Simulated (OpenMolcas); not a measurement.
How basis sets differ on GeClF (SMILES [F][Ge][Cl])

The species is GeClF (3 atoms), meant as a singlet with charge 0. As SMILES, `[F][Ge][Cl]`. Geometry: relaxed at PBE0-D4/def2-TZVP.

```xyz
3

F     0.1104    1.4187    0.2062
Ge   -0.7628    0.0356   -0.4103
Cl    0.6416   -1.5191    0.1910
```

Each level gives the HOMO–LUMO gap (eV). The values are calculated.

```tsv
level	kind	program	value (eV)	CPU time
HF/STO-3G	Hartree–Fock	OpenMolcas	11.64	2.3 s
HF/3-21G	Hartree–Fock	OpenMolcas	10.90	3.8 s
HF/pcseg-1	Hartree–Fock	OpenMolcas	11.16	4.7 s
HF/def2-SVP	Hartree–Fock	OpenMolcas	11.20	4.3 s
HF/Ahlrichs_VTZ	Hartree–Fock	OpenMolcas	10.98	9.3 s
HF/pcseg-2	Hartree–Fock	OpenMolcas	11.08	22 s
HF/def2-TZVP	Hartree–Fock	OpenMolcas	11.20	39 s
```

All-electron rows without a relativistic Hamiltonian named are non-relativistic. The values span 10.90 to 11.64 eV. A Hartree–Fock LUMO above zero doesn't converge with the basis: it sinks as sets grow more diffuse. Orbital gaps aren't excitation energies. CPU times are rough (shared hosts, several kinds of processor): they show what a rung costs within a factor of a few.

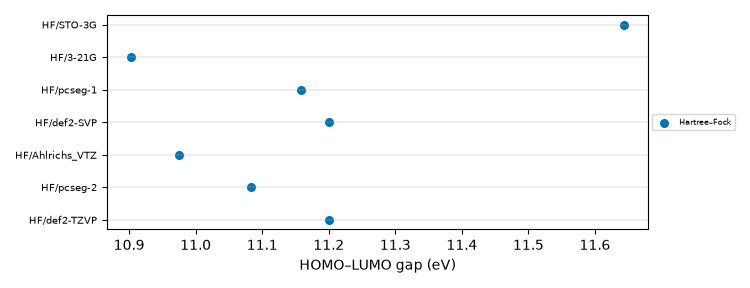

The values of the table, level by level.
